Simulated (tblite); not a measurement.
# Geometry relaxation, with input and output: C3H10FOSi2 (part 2 of 4)

C3H10FOSi2, multiplicity 2, SMILES CC(C)[SiH]O[SiH2]F; GFN2-xTB geometry optimisation, gas phase (tblite 0.8.0). It belongs to a series of runs on one base structure; here: H removed from Si.

Geometry of the input (Å):
```
C  -1.3014  1.1212  0.5911
C  -1.1977  0.0110  -0.4464
C  -1.9887  -1.1931  -0.0179
Si 0.5688  -0.3759  -0.8609
O  1.5162  -0.7713  0.5450
Si 3.0606  -0.0697  0.2249
F  4.3059  -0.8691  1.0098
H  -1.5668  0.7056  1.5964
H  -0.3389  1.6438  0.5838
H  -2.1264  1.7780  0.2561
H  -1.6630  0.4119  -1.3704
H  -2.4925  -1.5816  -0.9475
H  -1.3774  -2.0044  0.3891
H  -2.8388  -0.9330  0.6590
H  1.1559  0.8585  -1.4189
H  3.2799  -0.0261  -1.2205
H  2.9971  1.3064  0.7161
```

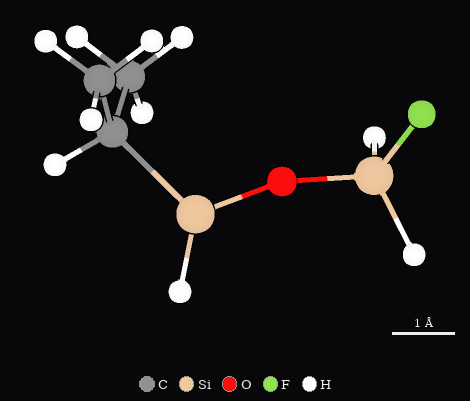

The geometry at step 50 of the log (ball-and-stick view, seen at a tilt).

**Trajectory as extended XYZ, continued**
```
17
Properties=species:S:1:pos:R:3:forces:R:3 step=25 energy=-650.02636
C    -1.2992    1.0742    0.6557    0.0210   0.0160   0.1060
C    -1.3024    0.0074   -0.4483    0.0130   0.0890   0.0460
C    -2.1022   -1.2170    0.0127    0.1150   0.0760  -0.0020
Si    0.4488   -0.3361   -1.1987   -0.1360   0.0140   0.0380
O     1.7706   -0.2699   -0.2219   -0.0650   0.0170   0.0920
Si    3.2678    0.0358    0.2784    0.0310   0.2060  -0.0690
F     3.6803   -1.1560    1.2661   -0.1040   0.0320   0.0430
H    -1.2290    0.6100    1.6325    0.1290  -0.1350   0.1320
H    -0.4779    1.7824    0.5735    0.0350  -0.0230  -0.1570
H    -2.2272    1.6447    0.6420   -0.0380  -0.0290  -0.0460
H    -1.8573    0.4320   -1.2916    0.0610   0.0060  -0.1070
H    -2.3758   -1.8440   -0.8301    0.0170  -0.0070  -0.1090
H    -1.5328   -1.8338    0.7041   -0.0100   0.0930   0.1070
H    -3.0210   -0.8869    0.5009    0.0730  -0.0790   0.0000
H     0.7187    0.7154   -2.1857    0.0490  -0.0200  -0.0290
H     4.2101   -0.0374   -0.8227   -0.0580  -0.0560  -0.0540
H     3.3216    1.2913    1.0220   -0.1310  -0.2000   0.0100
17
Properties=species:S:1:pos:R:3:forces:R:3 step=29 energy=-650.07129
C    -1.2648    1.0666    0.6815    0.0240  -0.1420  -0.1340
C    -1.2853    0.0350   -0.4529   -0.0300  -0.0500  -0.1070
C    -2.0630   -1.1985    0.0106   -0.0400   0.0390  -0.0120
Si    0.4310   -0.3189   -1.2317    0.0430  -0.0860  -0.0900
O     1.7309   -0.2130   -0.2380   -0.1230   0.1040  -0.0460
Si    3.2222    0.0598    0.2858   -0.0360  -0.1050  -0.0250
F     3.5305   -1.1800    1.2491    0.0110  -0.0320   0.1870
H    -1.0968    0.5396    1.6202    0.1160   0.2100   0.0110
H    -0.4868    1.8176    0.5359   -0.1150  -0.0750   0.0630
H    -2.2329    1.5678    0.7311    0.0960   0.0000   0.1030
H    -1.8374    0.4577   -1.2997   -0.0790   0.0870   0.0190
H    -2.2923   -1.8777   -0.8113    0.1580   0.0840   0.0390
H    -1.5055   -1.7394    0.7719   -0.0190  -0.0420  -0.0170
H    -3.0094   -0.8767    0.4436   -0.0430  -0.0490   0.0500
H     0.6801    0.6609   -2.2981    0.0880  -0.0150   0.0530
H     4.2012   -0.0701   -0.7665    0.0360   0.0210  -0.1980
H     3.2714    1.2811    1.0578   -0.0870   0.0490   0.1050
17
Properties=species:S:1:pos:R:3:forces:R:3 step=32 energy=-650.09563
C    -1.2470    1.0471    0.6816    0.0120   0.1220   0.0040
C    -1.2779    0.0455   -0.4693   -0.0980  -0.0790   0.0490
C    -2.0416   -1.1823    0.0100   -0.1480  -0.1720  -0.0130
Si    0.4244   -0.3252   -1.2518    0.0810  -0.1260  -0.0400
O     1.6942   -0.1837   -0.2282   -0.0210   0.0510  -0.0410
Si    3.1934    0.0565    0.2883    0.0180  -0.0970   0.0060
F     3.4823   -1.1861    1.2602    0.0120   0.0460   0.0850
H    -1.0279    0.5353    1.6203    0.0510   0.1070  -0.1200
H    -0.5015    1.8180    0.5224    0.0940   0.1190   0.0150
H    -2.2197    1.5336    0.7689    0.0360  -0.0440   0.1070
H    -1.8374    0.4809   -1.3074   -0.0760   0.0370   0.1010
H    -2.2365   -1.8739   -0.8051    0.0550  -0.0580  -0.0270
H    -1.4955   -1.7053    0.7932    0.0500  -0.0090  -0.0670
H    -3.0006   -0.8814    0.4286   -0.0720   0.0150   0.0030
H     0.6873    0.6372   -2.3199    0.1070   0.0670  -0.0680
H     4.1709   -0.0792   -0.7755   -0.0680   0.0290  -0.0420
H     3.2261    1.2748    1.0726   -0.0310  -0.0090   0.0500
17
Properties=species:S:1:pos:R:3:forces:R:3 step=36 energy=-650.12443
C    -1.2009    1.0445    0.6854    0.0840  -0.0220  -0.0590
C    -1.2758    0.0565   -0.4808    0.0480   0.0670  -0.0040
C    -2.0263   -1.1808    0.0079    0.0640   0.1090  -0.0390
Si    0.4155   -0.3417   -1.3087   -0.0920   0.1440   0.0660
O     1.6540   -0.0962   -0.2655   -0.0230  -0.0510  -0.0920
Si    3.1435    0.0536    0.3039   -0.0680   0.0160  -0.0090
F     3.3454   -1.1959    1.2856    0.0540  -0.0540   0.0840
H    -0.8652    0.5328    1.5809    0.1240  -0.0550   0.0870
H    -0.5181    1.8666    0.4989    0.0160   0.0880  -0.1200
H    -2.1894    1.4502    0.8913   -0.0370   0.0510  -0.0070
H    -1.8532    0.5230   -1.2889   -0.0820  -0.0460   0.0550
H    -2.1299   -1.9135   -0.7870   -0.1140  -0.0270   0.0080
H    -1.4737   -1.6301    0.8286   -0.0250  -0.1210   0.0200
H    -3.0095   -0.8905    0.3794   -0.0110  -0.1210  -0.0640
H     0.6919    0.5872   -2.4136    0.0390  -0.0420   0.0210
H     4.1301   -0.1027   -0.7481   -0.0240   0.0220   0.0130
H     3.1547    1.2493    1.1198    0.0460   0.0400   0.0410
17
Properties=species:S:1:pos:R:3:forces:R:3 step=39 energy=-650.13981
C    -1.1712    1.0537    0.6881   -0.0180  -0.0700  -0.0190
C    -1.2766    0.0706   -0.4784   -0.0720  -0.0780  -0.0430
C    -2.0173   -1.1780    0.0020   -0.0070  -0.0800   0.0450
Si    0.3966   -0.3306   -1.3237    0.0340   0.0700   0.0170
O     1.6403   -0.0698   -0.2914    0.0410  -0.1010   0.0220
Si    3.1193    0.0481    0.3130   -0.0790  -0.0390   0.0070
F     3.3107   -1.1924    1.3152    0.0080   0.0120  -0.0510
H    -0.7850    0.5410    1.5665    0.1110   0.0430  -0.0090
H    -0.5193    1.8974    0.4669   -0.0860  -0.0330  -0.0420
H    -2.1679    1.4222    0.9339    0.0660   0.0870   0.0230
H    -1.8816    0.5323   -1.2664   -0.0350   0.0350  -0.0140
H    -2.1095   -1.9296   -0.7811   -0.0150   0.1080  -0.0290
H    -1.4748   -1.6263    0.8310   -0.0060  -0.0580   0.0330
H    -3.0173   -0.9214    0.3537    0.0280   0.0020  -0.0140
H     0.7150    0.5663   -2.4379   -0.0200   0.0110  -0.0370
H     4.1006   -0.1032   -0.7448    0.0040  -0.0070   0.0530
H     3.1311    1.2316    1.1424    0.0470   0.0980   0.0560
17
Properties=species:S:1:pos:R:3:forces:R:3 step=43 energy=-650.15230
C    -1.1535    1.0481    0.6870    0.0040   0.0620   0.0430
C    -1.2895    0.0674   -0.4803    0.0280   0.0710   0.0610
C    -2.0149   -1.1893    0.0062   -0.0280   0.0430  -0.0410
Si    0.3850   -0.3079   -1.3407   -0.0250  -0.0740  -0.0430
O     1.6425   -0.0655   -0.3219   -0.0310  -0.0450   0.0540
Si    3.0993    0.0495    0.3287    0.0490   0.0700   0.0400
F     3.2733   -1.1951    1.3267   -0.0180  -0.0140  -0.0150
H    -0.6983    0.5552    1.5475   -0.0140   0.0510  -0.1020
H    -0.5426    1.9135    0.4329   -0.0040  -0.0570  -0.0720
H    -2.1392    1.4151    0.9807    0.0550  -0.0700   0.0460
H    -1.9134    0.5430   -1.2479    0.0160  -0.0550   0.0060
H    -2.0971   -1.9299   -0.7852    0.0230  -0.0140  -0.0300
H    -1.4799   -1.6331    0.8443   -0.0280  -0.0140  -0.0510
H    -3.0234   -0.9390    0.3334    0.0100   0.0080   0.0790
H     0.7139    0.5518   -2.4798   -0.0450   0.0520   0.0150
H     4.0976   -0.1049   -0.7116    0.0260  -0.0020   0.0340
H     3.1331    1.2331    1.1692   -0.0180  -0.0120  -0.0260
17
Properties=species:S:1:pos:R:3:forces:R:3 step=46 energy=-650.15868
C    -1.1338    1.0520    0.6872    0.0280  -0.0170  -0.1030
C    -1.2914    0.0746   -0.4774    0.0230  -0.0460  -0.0460
C    -2.0108   -1.1894    0.0031    0.0090   0.0260  -0.0230
Si    0.3776   -0.3090   -1.3555    0.0000  -0.0040   0.0520
O     1.6226   -0.0721   -0.3153   -0.0500  -0.0100  -0.0100
Si    3.0775    0.0596    0.3411   -0.0700  -0.0570  -0.0470
F     3.2400   -1.1927    1.3288    0.0090  -0.0540   0.0560
H    -0.6248    0.5721    1.5174    0.0490  -0.0330   0.0430
H    -0.5558    1.9232    0.3965    0.0510   0.0930  -0.0560
H    -2.1080    1.3943    1.0296   -0.0670  -0.0300   0.0520
H    -1.9236    0.5492   -1.2386    0.0160  -0.0270   0.0120
H    -2.0720   -1.9302   -0.7917   -0.0290   0.0220   0.0000
H    -1.4775   -1.6325    0.8424   -0.0060  -0.0010  -0.0320
H    -3.0237   -0.9529    0.3283    0.0200   0.0100   0.0400
H     0.7191    0.5473   -2.4969   -0.0560   0.0300   0.0620
H     4.0695   -0.1145   -0.6981    0.0880   0.0350  -0.0030
H     3.1081    1.2330    1.1880   -0.0170   0.0640   0.0030
17
Properties=species:S:1:pos:R:3:forces:R:3 step=50 energy=-650.16650
C    -1.1208    1.0561    0.6740    0.0190   0.0000   0.0330
C    -1.2923    0.0700   -0.4795   -0.0160   0.0250   0.0160
C    -2.0118   -1.1895   -0.0008   -0.0080  -0.0220   0.0400
Si    0.3716   -0.3118   -1.3539   -0.0070  -0.0480  -0.0280
O     1.6082   -0.0991   -0.3024    0.0170  -0.0030   0.0240
Si    3.0616    0.0529    0.3509    0.0930   0.0240   0.0190
F     3.2456   -1.2016    1.3359   -0.0250   0.0410   0.0140
H    -0.5859    0.5876    1.4966    0.0770  -0.0130  -0.0080
H    -0.5599    1.9336    0.3584   -0.0380   0.0210   0.0100
H    -2.0908    1.3798    1.0524   -0.0040  -0.0010  -0.0400
H    -1.9339    0.5402   -1.2315    0.0090   0.0280  -0.0810
H    -2.0806   -1.9153   -0.8064   -0.0860  -0.0360  -0.0190
H    -1.4805   -1.6506    0.8265    0.0990  -0.0230   0.0300
H    -3.0159   -0.9528    0.3461   -0.0510   0.0270  -0.0090
H     0.7037    0.5644   -2.4795   -0.0160   0.0520   0.0250
H     4.0732   -0.1002   -0.6783    0.0010   0.0190   0.0240
H     3.1015    1.2481    1.1807   -0.0640  -0.0920  -0.0510
17
Properties=species:S:1:pos:R:3:forces:R:3 step=54 energy=-650.17614
C    -1.1019    1.0640    0.6569   -0.0380  -0.0180   0.0380
C    -1.2996    0.0616   -0.4805    0.0330   0.0120  -0.0050
C    -2.0214   -1.1989    0.0003    0.0050   0.0370  -0.0220
Si    0.3685   -0.3282   -1.3419    0.0300   0.0260  -0.0210
O     1.5930   -0.1522   -0.2673    0.0410  -0.0230  -0.0520
Si    3.0573    0.0481    0.3524   -0.0200  -0.0480   0.0080
F     3.2660   -1.1886    1.3526    0.0140   0.0050   0.0250
H    -0.5253    0.6178    1.4661    0.0160  -0.0020  -0.0620
H    -0.5726    1.9529    0.3115   -0.0520  -0.0690   0.0070
H    -2.0642    1.3757    1.0638   -0.0070  -0.0100  -0.0130
H    -1.9329    0.5304   -1.2445    0.0200  -0.0090   0.0330
H    -2.1309   -1.8962   -0.8298   -0.0430  -0.0110   0.0830
H    -1.4614   -1.6912    0.7944   -0.0140   0.0400  -0.0460
H    -3.0150   -0.9584    0.3792    0.0380   0.0170   0.0300
H     0.6944    0.6118   -2.4172    0.0230   0.0270  -0.0160
H     4.0727   -0.0827   -0.6741   -0.0070  -0.0030  -0.0110
H     3.0661    1.2463    1.1669   -0.0390   0.0300   0.0240
17
Properties=species:S:1:pos:R:3:forces:R:3 step=57 energy=-650.18077
C    -1.0948    1.0617    0.6559    0.0210  -0.0240  -0.0600
C    -1.2977    0.0615   -0.4820   -0.0290  -0.0580  -0.0380
C    -2.0237   -1.1962   -0.0012    0.0330  -0.0370   0.0400
Si    0.3693   -0.3295   -1.3528   -0.0170   0.0850  -0.0050
O     1.5959   -0.1658   -0.2786    0.0520  -0.0320  -0.0460
Si    3.0516    0.0435    0.3602   -0.0570   0.0200  -0.0030
F     3.2540   -1.1867    1.3684    0.0180  -0.0110   0.0280
H    -0.4717    0.6294    1.4365   -0.0690  -0.0140   0.0150
H    -0.5947    1.9558    0.2905    0.0020   0.0460  -0.0160
H    -2.0507    1.3629    1.0860    0.0280  -0.0840   0.0230
H    -1.9347    0.5306   -1.2410    0.0140   0.0240  -0.0060
H    -2.1497   -1.9003   -0.8223   -0.0160   0.0270   0.0070
H    -1.4535   -1.6934    0.7818   -0.0230   0.0360   0.0100
H    -3.0128   -0.9570    0.3907    0.0580   0.0490   0.0380
H     0.6906    0.6296   -2.4161    0.0200  -0.0080   0.0090
H     4.0741   -0.0798   -0.6605   -0.0040  -0.0090   0.0070
H     3.0412    1.2457    1.1734   -0.0310  -0.0110  -0.0030
17
Properties=species:S:1:pos:R:3:forces:R:3 step=61 energy=-650.18891
C    -1.0754    1.0484    0.6345    0.0390   0.0890   0.0790
C    -1.2944    0.0492   -0.4995    0.0130   0.0990   0.0190
C    -2.0220   -1.1929    0.0034   -0.0220   0.0460   0.0050
Si    0.3691   -0.3157   -1.3752   -0.0030  -0.0800  -0.0440
O     1.6096   -0.2138   -0.3116   -0.0350  -0.0580  -0.0430
Si    3.0330    0.0280    0.3808    0.0570   0.0110  -0.0070
F     3.2404   -1.1913    1.4048   -0.0240   0.0770  -0.0420
H    -0.3893    0.6384    1.3788   -0.1280   0.0590  -0.0600
H    -0.6420    1.9711    0.2433   -0.0340  -0.0620   0.0860
H    -2.0214    1.2971    1.1259    0.1380  -0.0710  -0.0570
H    -1.9310    0.5335   -1.2461   -0.0650  -0.0200  -0.0730
H    -2.2050   -1.8953   -0.8060    0.0130  -0.0020  -0.0180
H    -1.4309   -1.6878    0.7654    0.0490  -0.0980   0.0910
H    -2.9812   -0.9189    0.4400   -0.0300   0.0010   0.0350
H     0.6733    0.6794   -2.4016    0.0670   0.0610  -0.0510
H     4.0854   -0.0632   -0.6134   -0.0030  -0.0410   0.0200
H     2.9748    1.2459    1.1656   -0.0330  -0.0090   0.0600
17
Properties=species:S:1:pos:R:3:forces:R:3 step=64 energy=-650.19536
C    -1.0669    1.0488    0.6287   -0.0030  -0.0050   0.0100
C    -1.2936    0.0537   -0.5071    0.0260  -0.0050  -0.0050
C    -2.0194   -1.1884    0.0094    0.0390   0.0080   0.0140
Si    0.3694   -0.3137   -1.3915    0.0030  -0.0150  -0.0300
O     1.6148   -0.2343   -0.3308   -0.0150  -0.0350  -0.0160
Si    3.0265    0.0320    0.3825   -0.0730  -0.0060  -0.0440
F     3.2311   -1.1788    1.4148   -0.0090   0.0210  -0.0040
H    -0.3742    0.6438    1.3634    0.0310   0.0000  -0.0220
H    -0.6571    1.9783    0.2384    0.0110   0.0240   0.0660
H    -2.0027    1.2678    1.1410   -0.0460   0.0370  -0.0250
H    -1.9317    0.5379   -1.2566   -0.0380  -0.0650   0.0270
H    -2.2153   -1.8966   -0.7935    0.0210   0.0390  -0.0140
H    -1.4208   -1.6900    0.7677   -0.0120   0.0110  -0.0060
H    -2.9736   -0.9105    0.4569    0.0110  -0.0030   0.0190
H     0.6906    0.6962   -2.4045    0.0270   0.0070  -0.0030
H     4.0762   -0.0747   -0.6115    0.0340   0.0050   0.0340
H     2.9396    1.2407    1.1818   -0.0080  -0.0180   0.0000
17
Properties=species:S:1:pos:R:3:forces:R:3 step=68 energy=-650.20062
C    -1.0547    1.0475    0.6218    0.0050   0.0160  -0.0250
C    -1.2875    0.0545   -0.5155   -0.0300  -0.0100   0.0260
C    -2.0098   -1.1830    0.0170   -0.0010  -0.0180   0.0120
Si    0.3657   -0.3111   -1.4225   -0.0370   0.0310  -0.0170
O     1.6144   -0.2728   -0.3642   -0.0250  -0.0330  -0.0030
Si    3.0002    0.0281    0.3818    0.0300   0.0040   0.0150
F     3.2135   -1.1657    1.4307   -0.0370  -0.0340   0.0140
H    -0.3270    0.6530    1.3279   -0.0200  -0.0040   0.0170
H    -0.6802    1.9946    0.2393    0.0150   0.0210   0.0060
H    -1.9855    1.2354    1.1567    0.0090   0.0230  -0.0010
H    -1.9489    0.5229   -1.2547    0.0250   0.0110   0.0150
H    -2.2278   -1.8835   -0.7875    0.0200   0.0120   0.0340
H    -1.4090   -1.6906    0.7684    0.0440  -0.0110  -0.0290
H    -2.9524   -0.8958    0.4864    0.0260  -0.0120  -0.0360
H     0.7064    0.7217   -2.4084   -0.0050  -0.0200   0.0100
H     4.0813   -0.0738   -0.5773    0.0250   0.0210  -0.0030
H     2.8944    1.2304    1.1891   -0.0430   0.0030  -0.0360
17
Properties=species:S:1:pos:R:3:forces:R:3 step=71 energy=-650.20226
C    -1.0518    1.0496    0.6180    0.0040   0.0010   0.0200
C    -1.2856    0.0545   -0.5165    0.0130   0.0260  -0.0040
C    -2.0042   -1.1810    0.0211    0.0150   0.0020  -0.0190
Si    0.3630   -0.3112   -1.4268    0.0060  -0.0050   0.0260
O     1.6071   -0.2903   -0.3615    0.0200  -0.0280  -0.0140
Si    2.9939    0.0239    0.3803   -0.0110  -0.0250  -0.0010
F     3.2102   -1.1666    1.4328   -0.0310  -0.0190   0.0040
H    -0.3251    0.6505    1.3239   -0.0270   0.0250   0.0070
H    -0.6793    2.0014    0.2430    0.0070  -0.0250  -0.0080
H    -1.9844    1.2302    1.1523    0.0110   0.0460   0.0140
H    -1.9461    0.5190   -1.2573   -0.0130   0.0330   0.0060
H    -2.2307   -1.8763   -0.7825    0.0150  -0.0510  -0.0260
H    -1.3960   -1.6921    0.7631    0.0250  -0.0100   0.0060
H    -2.9430   -0.8904    0.4912   -0.0110  -0.0160   0.0350
H     0.7078    0.7293   -2.3986    0.0110   0.0140  -0.0290
H     4.0828   -0.0680   -0.5718    0.0030   0.0110  -0.0040
H     2.8744    1.2294    1.1785   -0.0370   0.0200  -0.0130
17
Properties=species:S:1:pos:R:3:forces:R:3 step=75 energy=-650.20905
C    -1.0250    1.0606    0.6179    0.0290   0.0000   0.0070
C    -1.2805    0.0731   -0.5187    0.0110  -0.0190  -0.0420
C    -1.9676   -1.1784    0.0269    0.0340  -0.0290   0.0220
Si    0.3449   -0.2959   -1.4653    0.0920  -0.0060   0.0030
O     1.5852   -0.3610   -0.3974    0.0700   0.0090  -0.0220
Si    2.9380    0.0045    0.3877   -0.0970   0.0370  -0.0390
F     3.1284   -1.1754    1.4561    0.0080   0.0060   0.0000
H    -0.2595    0.6710    1.2870   -0.0370   0.0210   0.0210
H    -0.6912    2.0254    0.2404    0.0190  -0.0190  -0.0250
H    -1.9368    1.2160    1.1933   -0.0090   0.0260   0.0150
H    -1.9649    0.5358   -1.2382   -0.0190   0.0310   0.0100
H    -2.1913   -1.8844   -0.7693   -0.0060   0.0120  -0.0440
H    -1.3353   -1.6848    0.7558   -0.0360   0.0750  -0.0090
H    -2.9045   -0.8998    0.5091    0.0130  -0.0660   0.0550
H     0.7473    0.7397   -2.4238   -0.0460   0.0000   0.0280
H     4.0572   -0.0568   -0.5360   -0.0380  -0.0020   0.0660
H     2.7487    1.2225    1.1634    0.0130  -0.0770  -0.0470
```
